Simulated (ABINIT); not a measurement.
# MgInH3 (Pm-3m): zone-centre phonons, part 3 of 4

Which modes does MgInH3 (Pm-3m) have at the zone centre?

ABINIT 10.8.3; DFT LDA, scalar-relativistic, plane waves, HGH norm-conserving pseudopotentials.

So far. Step 6 (Self-consistent run for the response): The cell stands at -0.53 GPa: the relaxation ran with a smoothed and higher cutoff, and the difference is a stress of the finite basis. Step 7 (Zone-centre response): The acoustic modes at Γ come out as far as 1.1 cm⁻¹ from zero, where they should vanish, a small numerical error. The lowest optical mode is imaginary, 227i cm⁻¹, an instability at this level and on this k mesh. The relaxed cell has a = 3.857 Å (conventional setting).

The structure was built from a prototype and need not be the compound's stable phase.

### Step 8. Modes with the sum rule

anaddb reads the merged derivatives and imposes the acoustic sum rule.

Input file anaddb.abi:

```
ddb_filepath "gamma_DDB"
output_file "anaddb.abo"
outdata_prefix "anaddb"
asr 1
chneut 1
enunit 2
eivec 1
nph1l 1
qph1l 0.0 0.0 0.0 1.0
```

Input file mrgddb.in:

```
gamma_DDB
merged
2
dfpt_gammao_DDB
gso_DDB
```

The run is started by

```console
$ mrgddb < mrgddb.in > mrgddb.log
$ OMP_NUM_THREADS=1 anaddb anaddb.abi > anaddb.log
```

anaddb.abo, the main output file:

```text
-outvars_anaddb: echo values of input variables ----------------------

 Miscellaneous information :
      enunit         2
       eivec         1
         asr         1
 First list of wavevector (reduced coord.) :
       nph1l         1
       qph1l
                     0.00000000E+00  0.00000000E+00  0.00000000E+00    1.000E+00

================================================================================

 read the DDB information and perform some checks

  ==== Info on the Cryst% object ====
 Real(R)+Recip(G) space primitive vectors, cartesian coordinates (Bohr,Bohr^-1):
 R(1)=  7.2881748  0.0000000  0.0000000  G(1)=  0.1372086  0.0000000  0.0000000
 R(2)=  0.0000000  7.2881748  0.0000000  G(2)=  0.0000000  0.1372086  0.0000000
 R(3)=  0.0000000  0.0000000  7.2881748  G(3)=  0.0000000  0.0000000  0.1372086
 Unit cell volume ucvol=  3.8712957E+02 bohr^3
 Angles (23,13,12)=  9.00000000E+01  9.00000000E+01  9.00000000E+01 degrees
 Time-reversal symmetry is present
 Reduced atomic positions [iatom, xred, symbol]:
    1)    0.0000000  0.0000000  0.0000000  In
    2)    0.5000000  0.5000000  0.5000000  Mg
    3)    0.5000000  0.5000000  0.0000000   H
    4)    0.5000000  0.0000000  0.5000000   H
    5)    0.0000000  0.5000000  0.5000000   H

 DDB file with 3 blocks has been read.

================================================================================

 Treat the first list of vectors

  Phonon wavevector (reduced coordinates) :  0.00000  0.00000  0.00000
 Phonon energies in Hartree :
  -1.036212E-03 -1.036212E-03 -1.036212E-03  0.000000E+00  0.000000E+00
   0.000000E+00  1.005277E-03  1.005277E-03  1.005277E-03  2.122981E-03
   2.122981E-03  2.122981E-03  5.899148E-03  5.899148E-03  5.899148E-03
 Phonon energies in meV     :
- -2.819678E+01 -2.819678E+01 -2.819678E+01  0.000000E+00  0.000000E+00
-  0.000000E+00  2.735499E+01  2.735499E+01  2.735499E+01  5.776925E+01
-  5.776925E+01  5.776925E+01  1.605240E+02  1.605240E+02  1.605240E+02
 Phonon frequencies in cm-1    :
- -2.274224E+02 -2.274224E+02 -2.274224E+02  0.000000E+00  0.000000E+00
-  0.000000E+00  2.206329E+02  2.206329E+02  2.206329E+02  4.659404E+02
-  4.659404E+02  4.659404E+02  1.294713E+03  1.294713E+03  1.294713E+03
 Phonon frequencies in Thz     :
- -6.817951E+00 -6.817951E+00 -6.817951E+00  0.000000E+00  0.000000E+00
-  0.000000E+00  6.614407E+00  6.614407E+00  6.614407E+00  1.396854E+01
-  1.396854E+01  1.396854E+01  3.881453E+01  3.881453E+01  3.881453E+01
 Phonon energies in Kelvin  :
- -3.272100E+02 -3.272100E+02 -3.272100E+02  0.000000E+00  0.000000E+00
-  0.000000E+00  3.174415E+02  3.174415E+02  3.174415E+02  6.703843E+02
-  6.703843E+02  6.703843E+02  1.862804E+03  1.862804E+03  1.862804E+03

 Eigendisplacements
 (will be given, for each mode : in cartesian coordinates
   for each atom the real part of the displacement vector,
   then the imaginary part of the displacement vector - absolute values smaller than 1.0d-7 are set to zero)
  Mode number    1   Energy   -1.036212E-03
 Attention : low frequency mode.
   (Could be unstable or acoustic mode)
-  1  0.00000000E+00  0.00000000E+00 -6.48284587E-04
-     0.00000000E+00  0.00000000E+00  0.00000000E+00
-  2  0.00000000E+00 -1.97888209E-07  1.68327814E-03
-     0.00000000E+00  0.00000000E+00  0.00000000E+00
-  3 -4.11832860E-07 -1.67300293E-06  4.79806090E-03
-     0.00000000E+00  0.00000000E+00  0.00000000E+00
-  4 -4.11832860E-07 -5.64065829E-07  1.42309098E-02
-     0.00000000E+00  0.00000000E+00  0.00000000E+00
-  5 -1.38852622E-07 -1.67300293E-06  1.42309098E-02
-     0.00000000E+00  0.00000000E+00  0.00000000E+00
  Mode number    2   Energy   -1.036212E-03
 Attention : low frequency mode.
   (Could be unstable or acoustic mode)
-  1  1.88633091E-07 -6.48284560E-04  0.00000000E+00
-     0.00000000E+00  0.00000000E+00  0.00000000E+00
-  2 -4.89787918E-07  1.68327806E-03  1.97874027E-07
-     0.00000000E+00  0.00000000E+00  0.00000000E+00
-  3 -4.14080569E-06  1.42309092E-02  5.64025403E-07
-     0.00000000E+00  0.00000000E+00  0.00000000E+00
-  4 -4.14080569E-06  4.79806070E-03  1.67288303E-06
-     0.00000000E+00  0.00000000E+00  0.00000000E+00
-  5 -1.39610455E-06  1.42309092E-02  1.67288303E-06
-     0.00000000E+00  0.00000000E+00  0.00000000E+00
  Mode number    3   Energy   -1.036212E-03
 Attention : low frequency mode.
   (Could be unstable or acoustic mode)
-  1  6.48284564E-04  1.88630885E-07  0.00000000E+00
-     0.00000000E+00  0.00000000E+00  0.00000000E+00
-  2 -1.68327808E-03 -4.89782188E-07  0.00000000E+00
-     0.00000000E+00  0.00000000E+00  0.00000000E+00
-  3 -1.42309093E-02 -4.14075725E-06 -1.39016743E-07
-     0.00000000E+00  0.00000000E+00  0.00000000E+00
-  4 -1.42309093E-02 -1.39608821E-06 -4.12319638E-07
-     0.00000000E+00  0.00000000E+00  0.00000000E+00
-  5 -4.79806073E-03 -4.14075725E-06 -4.12319638E-07
-     0.00000000E+00  0.00000000E+00  0.00000000E+00
  Mode number    4   Energy    0.000000E+00
 Attention : low frequency mode.
   (Could be unstable or acoustic mode)
-  1  0.00000000E+00  0.00000000E+00  1.96448309E-03
-     0.00000000E+00  0.00000000E+00  0.00000000E+00
-  2  0.00000000E+00  0.00000000E+00  1.96448382E-03
-     0.00000000E+00  0.00000000E+00  0.00000000E+00
-  3  0.00000000E+00  0.00000000E+00  1.96448289E-03
-     0.00000000E+00  0.00000000E+00  0.00000000E+00
-  4  0.00000000E+00  0.00000000E+00  1.96448189E-03
-     0.00000000E+00  0.00000000E+00  0.00000000E+00
-  5  0.00000000E+00  0.00000000E+00  1.96448189E-03
-     0.00000000E+00  0.00000000E+00  0.00000000E+00
  Mode number    5   Energy    0.000000E+00
 Attention : low frequency mode.
   (Could be unstable or acoustic mode)
-  1  0.00000000E+00 -1.96448309E-03  0.00000000E+00
-     0.00000000E+00  0.00000000E+00  0.00000000E+00
-  2  0.00000000E+00 -1.96448382E-03  0.00000000E+00
-     0.00000000E+00  0.00000000E+00  0.00000000E+00
-  3  0.00000000E+00 -1.96448189E-03  0.00000000E+00
-     0.00000000E+00  0.00000000E+00  0.00000000E+00
-  4  0.00000000E+00 -1.96448289E-03  0.00000000E+00
-     0.00000000E+00  0.00000000E+00  0.00000000E+00
-  5  0.00000000E+00 -1.96448189E-03  0.00000000E+00
-     0.00000000E+00  0.00000000E+00  0.00000000E+00
  Mode number    6   Energy    0.000000E+00
 Attention : low frequency mode.
   (Could be unstable or acoustic mode)
-  1  1.96448309E-03  0.00000000E+00  0.00000000E+00
-     0.00000000E+00  0.00000000E+00  0.00000000E+00
-  2  1.96448382E-03  0.00000000E+00  0.00000000E+00
-     0.00000000E+00  0.00000000E+00  0.00000000E+00
-  3  1.96448190E-03  0.00000000E+00  0.00000000E+00
-     0.00000000E+00  0.00000000E+00  0.00000000E+00
-  4  1.96448190E-03  0.00000000E+00  0.00000000E+00
-     0.00000000E+00  0.00000000E+00  0.00000000E+00
-  5  1.96448290E-03  0.00000000E+00  0.00000000E+00
-     0.00000000E+00  0.00000000E+00  0.00000000E+00
  Mode number    7   Energy    1.005277E-03
-  1  0.00000000E+00  0.00000000E+00  7.05737306E-04
-     0.00000000E+00  0.00000000E+00  0.00000000E+00
-  2  0.00000000E+00  1.59752292E-07 -3.93486316E-03
-     0.00000000E+00  0.00000000E+00  0.00000000E+00
-  3  1.12677813E-07 -3.06261784E-07 -5.97992040E-04
-     0.00000000E+00  0.00000000E+00  0.00000000E+00
-  4  1.12677813E-07  0.00000000E+00  7.54354254E-03
-     0.00000000E+00  0.00000000E+00  0.00000000E+00
-  5  0.00000000E+00 -3.06261784E-07  7.54354254E-03
-     0.00000000E+00  0.00000000E+00  0.00000000E+00
  Mode number    8   Energy    1.005277E-03
-  1  0.00000000E+00  7.05737306E-04  0.00000000E+00
-     0.00000000E+00  0.00000000E+00  0.00000000E+00
-  2  0.00000000E+00 -3.93486316E-03 -1.59751154E-07
-     0.00000000E+00  0.00000000E+00  0.00000000E+00
-  3  1.46111052E-07  7.54354254E-03  0.00000000E+00
-     0.00000000E+00  0.00000000E+00  0.00000000E+00
-  4  1.46111053E-07 -5.97992040E-04  3.06259601E-07
-     0.00000000E+00  0.00000000E+00  0.00000000E+00
-  5  0.00000000E+00  7.54354254E-03  3.06259601E-07
-     0.00000000E+00  0.00000000E+00  0.00000000E+00
  Mode number    9   Energy    1.005277E-03
-  1  7.05737306E-04  0.00000000E+00  0.00000000E+00
-     0.00000000E+00  0.00000000E+00  0.00000000E+00
-  2 -3.93486316E-03  0.00000000E+00  0.00000000E+00
-     0.00000000E+00  0.00000000E+00  0.00000000E+00
-  3  7.54354254E-03 -1.46106478E-07  0.00000000E+00
-     0.00000000E+00  0.00000000E+00  0.00000000E+00
-  4  7.54354254E-03  0.00000000E+00 -1.12683745E-07
-     0.00000000E+00  0.00000000E+00  0.00000000E+00
-  5 -5.97992040E-04 -1.46106478E-07 -1.12683745E-07
-     0.00000000E+00  0.00000000E+00  0.00000000E+00
  Mode number   10   Energy    2.122981E-03
-  1  0.00000000E+00  0.00000000E+00  0.00000000E+00
-     0.00000000E+00  0.00000000E+00  0.00000000E+00
-  2  0.00000000E+00  0.00000000E+00  0.00000000E+00
-     0.00000000E+00  0.00000000E+00  0.00000000E+00
-  3  0.00000000E+00 -8.37735092E-07  0.00000000E+00
-     0.00000000E+00  0.00000000E+00  0.00000000E+00
-  4  0.00000000E+00  0.00000000E+00  1.64963404E-02
-     0.00000000E+00  0.00000000E+00  0.00000000E+00
-  5  0.00000000E+00  8.37735092E-07 -1.64963404E-02
-     0.00000000E+00  0.00000000E+00  0.00000000E+00
  Mode number   11   Energy    2.122981E-03
-  1  0.00000000E+00  0.00000000E+00  0.00000000E+00
-     0.00000000E+00  0.00000000E+00  0.00000000E+00
-  2  0.00000000E+00  0.00000000E+00  0.00000000E+00
-     0.00000000E+00  0.00000000E+00  0.00000000E+00
-  3  5.13852079E-07  1.64963404E-02  0.00000000E+00
-     0.00000000E+00  0.00000000E+00  0.00000000E+00
-  4 -5.13852079E-07  0.00000000E+00  8.37735084E-07
-     0.00000000E+00  0.00000000E+00  0.00000000E+00
-  5  0.00000000E+00 -1.64963404E-02 -8.37735084E-07
-     0.00000000E+00  0.00000000E+00  0.00000000E+00
  Mode number   12   Energy    2.122981E-03
-  1  0.00000000E+00  0.00000000E+00  0.00000000E+00
-     0.00000000E+00  0.00000000E+00  0.00000000E+00
-  2  0.00000000E+00  0.00000000E+00  0.00000000E+00
-     0.00000000E+00  0.00000000E+00  0.00000000E+00
-  3  1.64963404E-02 -5.13852067E-07  0.00000000E+00
-     0.00000000E+00  0.00000000E+00  0.00000000E+00
-  4 -1.64963404E-02  0.00000000E+00  0.00000000E+00
-     0.00000000E+00  0.00000000E+00  0.00000000E+00
-  5  0.00000000E+00  5.13852067E-07  0.00000000E+00
-     0.00000000E+00  0.00000000E+00  0.00000000E+00
  Mode number   13   Energy    5.899148E-03
-  1  0.00000000E+00  0.00000000E+00  1.43661722E-05
-     0.00000000E+00  0.00000000E+00  0.00000000E+00
-  2  0.00000000E+00  0.00000000E+00  6.28403204E-04
-     0.00000000E+00  0.00000000E+00  0.00000000E+00
-  3  0.00000000E+00  0.00000000E+00 -2.27380808E-02
-     0.00000000E+00  0.00000000E+00  0.00000000E+00
-  4  0.00000000E+00  0.00000000E+00  2.97426093E-03
-     0.00000000E+00  0.00000000E+00  0.00000000E+00
-  5  0.00000000E+00  0.00000000E+00  2.97426093E-03
-     0.00000000E+00  0.00000000E+00  0.00000000E+00
  Mode number   14   Energy    5.899148E-03
-  1  0.00000000E+00 -1.43661721E-05  0.00000000E+00
-     0.00000000E+00  0.00000000E+00  0.00000000E+00
-  2  0.00000000E+00 -6.28403201E-04  0.00000000E+00
-     0.00000000E+00  0.00000000E+00  0.00000000E+00
-  3  3.03574322E-07 -2.97426092E-03  0.00000000E+00
-     0.00000000E+00  0.00000000E+00  0.00000000E+00
-  4  3.03574322E-07  2.27380807E-02  0.00000000E+00
-     0.00000000E+00  0.00000000E+00  0.00000000E+00
-  5 -2.32081100E-06 -2.97426092E-03  0.00000000E+00
-     0.00000000E+00  0.00000000E+00  0.00000000E+00
  Mode number   15   Energy    5.899148E-03
-  1  1.43661721E-05  0.00000000E+00  0.00000000E+00
-     0.00000000E+00  0.00000000E+00  0.00000000E+00
-  2  6.28403201E-04  0.00000000E+00  0.00000000E+00
-     0.00000000E+00  0.00000000E+00  0.00000000E+00
-  3  2.97426092E-03  3.03574322E-07  0.00000000E+00
-     0.00000000E+00  0.00000000E+00  0.00000000E+00
-  4  2.97426092E-03 -2.32081100E-06  0.00000000E+00
-     0.00000000E+00  0.00000000E+00  0.00000000E+00
-  5 -2.27380807E-02  3.03574322E-07  0.00000000E+00
-     0.00000000E+00  0.00000000E+00  0.00000000E+00

 Analysis of degeneracies and characters (maximum tolerance=1.00E-06 a.u.)
 For each vibration mode, or group of modes if degenerate,
 the characters are given for each symmetry operation (see the list in the log file).
 Symmetry characters of vibration mode #   1
       degenerate with vibration modes #   2 to    3
  3.0 -3.0 -1.0  1.0 -1.0  1.0 -1.0  1.0  1.0 -1.0 -1.0  1.0  1.0 -1.0 -1.0  1.0
  0.0 -0.0  0.0 -0.0 -0.0  0.0 -0.0  0.0  1.0 -1.0 -1.0  1.0 -1.0  1.0  1.0 -1.0
  0.0 -0.0 -0.0  0.0 -0.0  0.0  0.0 -0.0  1.0 -1.0  1.0 -1.0 -1.0  1.0 -1.0  1.0
 Symmetry characters of vibration mode #   4
       degenerate with vibration modes #   5 to    6
  3.0 -3.0 -1.0  1.0 -1.0  1.0 -1.0  1.0  1.0 -1.0 -1.0  1.0  1.0 -1.0 -1.0  1.0
 -0.0  0.0  0.0 -0.0  0.0 -0.0  0.0 -0.0  1.0 -1.0 -1.0  1.0 -1.0  1.0  1.0 -1.0
 -0.0  0.0  0.0 -0.0  0.0 -0.0  0.0 -0.0  1.0 -1.0  1.0 -1.0 -1.0  1.0 -1.0  1.0
 Symmetry characters of vibration mode #   7
       degenerate with vibration modes #   8 to    9
  3.0 -3.0 -1.0  1.0 -1.0  1.0 -1.0  1.0  1.0 -1.0 -1.0  1.0  1.0 -1.0 -1.0  1.0
  0.0 -0.0  0.0 -0.0 -0.0  0.0 -0.0  0.0  1.0 -1.0 -1.0  1.0 -1.0  1.0  1.0 -1.0
  0.0 -0.0 -0.0  0.0 -0.0  0.0  0.0 -0.0  1.0 -1.0  1.0 -1.0 -1.0  1.0 -1.0  1.0
 Symmetry characters of vibration mode #  10
       degenerate with vibration modes #  11 to   12
  3.0 -3.0 -1.0  1.0 -1.0  1.0 -1.0  1.0 -1.0  1.0  1.0 -1.0 -1.0  1.0  1.0 -1.0
  0.0 -0.0 -0.0  0.0  0.0 -0.0 -0.0  0.0 -1.0  1.0  1.0 -1.0  1.0 -1.0 -1.0  1.0
  0.0 -0.0  0.0 -0.0 -0.0  0.0 -0.0  0.0 -1.0  1.0 -1.0  1.0  1.0 -1.0  1.0 -1.0
 Symmetry characters of vibration mode #  13
       degenerate with vibration modes #  14 to   15
  3.0 -3.0 -1.0  1.0 -1.0  1.0 -1.0  1.0  1.0 -1.0 -1.0  1.0  1.0 -1.0 -1.0  1.0
  0.0 -0.0  0.0 -0.0 -0.0  0.0 -0.0  0.0  1.0 -1.0 -1.0  1.0 -1.0  1.0  1.0 -1.0
  0.0 -0.0 -0.0  0.0 -0.0  0.0  0.0 -0.0  1.0 -1.0  1.0 -1.0 -1.0  1.0 -1.0  1.0
-
```

It took 0.52 s on 1 thread of Arm Neoverse V1, shared host.

No LO-TO term; unit eigenvectors of the mass-weighted matrix, from anaddb's displacements. The modes at Γ (shares of kinetic energy by element, %) (negative means imaginary):

| mode | frequency (cm⁻¹) | symmetry | In % | Mg % | H % |
| --- | --- | --- | --- | --- | --- |
| 1 | -227.4 | T1u | 9 | 13 | 79 |
| 2 | -227.4 | T1u | 9 | 13 | 79 |
| 3 | -227.4 | T1u | 9 | 13 | 79 |
| 4 | 0.0 | acoustic | 81 | 17 | 2 |
| 5 | 0.0 | acoustic | 81 | 17 | 2 |
| 6 | 0.0 | acoustic | 81 | 17 | 2 |
| 7 | 220.6 | T1u | 10 | 69 | 21 |
| 8 | 220.6 | T1u | 10 | 69 | 21 |
| 9 | 220.6 | T1u | 10 | 69 | 21 |
| 10 | 465.9 | T2u | 0 | 0 | 100 |
| 11 | 465.9 | T2u | 0 | 0 | 100 |
| 12 | 465.9 | T2u | 0 | 0 | 100 |
| 13 | 1294.7 | T1u | 0 | 2 | 98 |
| 14 | 1294.7 | T1u | 0 | 2 | 98 |
| 15 | 1294.7 | T1u | 0 | 2 | 98 |

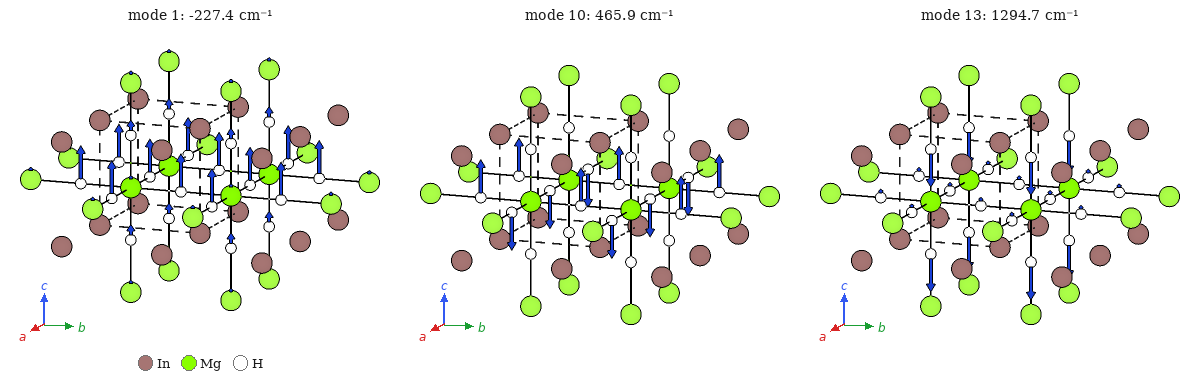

Displacement patterns of modes 1, 10 and 13 at Γ; arrows are exaggerated. 2×2×1 cells are drawn. Some periodic images of atoms are drawn too.

The rule moves no optical mode by more than 0.1 cm⁻¹.

[end of part 3 of 4]

[Host names and launcher messages were left out of these logs when they were recorded.]

[Logs are printed without paths, hosts, clocks, repeated set-up lines and the standing remarks that a program may print on its own settings, such as how far it seeks lower states.]

[Hosts, paths, dates, database ids (printed as entryN), source tags and the programs' standing remarks are cut or masked in the printed files.]
